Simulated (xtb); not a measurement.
Single-point calculation of Si₂NH₅ClF

- system: Si₂NH₅ClF, SMILES F[SiH2]N[SiH2]Cl
- method: GFN1-xTB (xtb 6.7.1)

The run did not end well. The geometry comes from this level: GFN2-xTB.

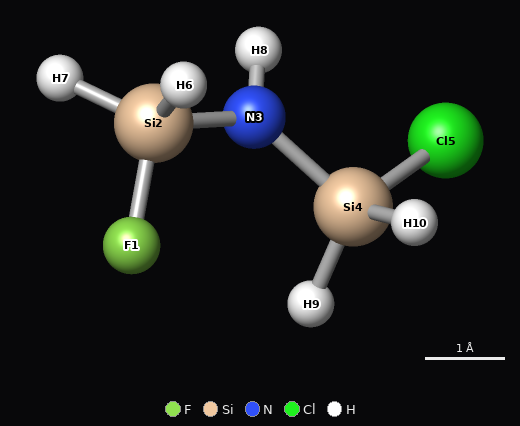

Fig. 1: The input geometry (ball-and-stick view, seen at a tilt; atoms are numbered from 1 in the order of the input).

## Outcome

```json
{"quantity": "outcome", "value": "not converged"}
{"quantity": "electrons treated", "value": "32"}
{"quantity": "basis functions", "value": "48"}
{"quantity": "HOMO", "value": "−11.29 eV"}
{"quantity": "LUMO", "value": "−4.86 eV"}
{"quantity": "hardware", "value": "1 thread of Intel Xeon (Sapphire Rapids), 16 GiB of memory available, shared host"}
{"quantity": "peak memory", "value": "0.073 GiB"}
```

## What went wrong

Settings chosen away from the usual ones: method = gfn1-xtb; task = energy; x = {"max_iter": 5}. The run did not converge. Its last values are not results.

## Input (start.xyz)
```
10
start
F     -0.98439000     0.20333000    -1.97977000
Si    -0.09099000    -0.94648000    -1.30470000
N      0.07314000    -0.48945000     0.35056000
Si     0.06882000     1.10183000     1.03216000
Cl     0.44891000     0.83464000     2.99139000
H      1.16650000    -0.90227000    -2.03482000
H     -0.84645000    -2.18341000    -1.38816000
H      0.27127000    -1.24404000     0.98723000
H     -1.24591000     1.71412000     0.88883000
H      1.13911000     1.91174000     0.45728000
```

Run as:
```bash
xtb start.xyz --iterations 5 --gfn1 --sp > start.out 2> xtb.err
```

## Output
```
* xtb version 6.7.1
   ID    Z sym.   atoms
    1    9 F      1
    2   14 Si     2, 4
    3    7 N      3
    4   17 Cl     5
    5    1 H      6-10

           -------------------------------------------------
          |                Calculation Setup                |
           -------------------------------------------------

          program call               : xtb start.xyz --iterations 5 --gfn1 --sp
          coordinate file            : start.xyz
          omp threads                :                     1

########################################################################
[WARNING] Please study the warnings concerning your input carefully
-1- prog_main_parseArguments: The use of '--gfn1' is discouraged, please use '--gfn 1' next time
########################################################################

           -------------------------------------------------
          |                 G F N 1 - x T B                 |
           -------------------------------------------------

      * Hamiltonian:
        H0-scaling (s, p, d)           1.850000    2.250000    2.000000
        zeta-weighting                 0.000000
      * Dispersion:
        s8                             2.400000
        a1                             0.630000
        a2                             5.000000
        s9                             0.000000
      * Repulsion:
        kExp                           1.500000
        rExp                           1.000000
      * Coulomb:
        alpha                          2.000000
        third order                    atomic
        anisotropic                    false
      * Halogen bond correction:
        rad-scale                      1.300000
        damping                        0.440000

          ...................................................
          :                      SETUP                      :
          :.................................................:
          :  # basis functions                  48          :
          :  # atomic orbitals                  45          :
          :  # shells                           23          :
          :  # electrons                        32          :
          :  # halogen bonds                     1          :
          :  max. iterations                     5          :
          :  Hamiltonian                  GFN1-xTB          :
          :  restarted?                      false          :
          :  GBSA solvation                  false          :
          :  PC potential                    false          :
          :  electronic temp.          300.0000000     K    :
          :  accuracy                    1.0000000          :
          :  -> integral cutoff          0.2500000E+02      :
          :  -> integral neglect         0.1000000E-07      :
          :  -> SCF convergence          0.1000000E-05 Eh   :
          :  -> wf. convergence          0.2000000E-04 e    :
          :  Broyden damping             0.4000000          :
          :  net charge                          0          :
          :  unpaired electrons                  0          :
          ...................................................

 iter      E             dE          RMSdq      gap      omega  full diag
   1    -19.3264734 -0.193265E+02  0.684E+00    6.39       0.0  T
   2    -19.3418567 -0.153832E-01  0.392E+00    6.58       1.0  T
   3    -19.3421242 -0.267567E-03  0.552E-01    6.28       1.0  T
   4    -19.3439223 -0.179810E-02  0.215E-01    6.43       1.0  T
   5    -19.3440742 -0.151891E-03  0.335E-02    6.42       1.0  T

   *** convergence criteria cannot be satisfied within 5 iterations ***

         #    Occupation            Energy/Eh            Energy/eV
      -------------------------------------------------------------
         1        2.0000           -0.9118817             -24.8136
       ...           ...                  ...                  ...
        10        2.0000           -0.4890814             -13.3086
        11        2.0000           -0.4848306             -13.1929
        12        2.0000           -0.4732504             -12.8778
        13        2.0000           -0.4631981             -12.6043
        14        2.0000           -0.4510077             -12.2725
        15        2.0000           -0.4464326             -12.1480
        16        2.0000           -0.4147906             -11.2870 (HOMO)
        17                         -0.1787306              -4.8635 (LUMO)
        18                         -0.1608921              -4.3781
        19                         -0.1569147              -4.2699
        20                         -0.1470290              -4.0009
        21                         -0.1064465              -2.8966
       ...                                ...                  ...
        45                          1.5324688              41.7006
      -------------------------------------------------------------
                  HL-Gap            0.2360600 Eh            6.4235 eV
             Fermi-level           -0.2967606 Eh           -8.0753 eV

 SCC (total)                   0 d,  0 h,  0 min,  0.010 sec
 SCC setup                      ...        0 min,  0.000 sec (  0.841%)
 Dispersion                     ...        0 min,  0.000 sec (  0.403%)
 classical contributions        ...        0 min,  0.000 sec (  0.198%)
 integral evaluation            ...        0 min,  0.003 sec ( 29.397%)
 iterations                     ...        0 min,  0.002 sec ( 16.701%)
 molecular gradient             ...        0 min,  0.005 sec ( 50.833%)
 printout                       ...        0 min,  0.000 sec (  1.548%)

########################################################################
[ERROR] Program stopped due to fatal error
-3- Single point calculation terminated
-2- xtb_calculator_singlepoint: Electronic structure method terminated
-1- scf: Self consistent charge iterator did not converge
########################################################################
```
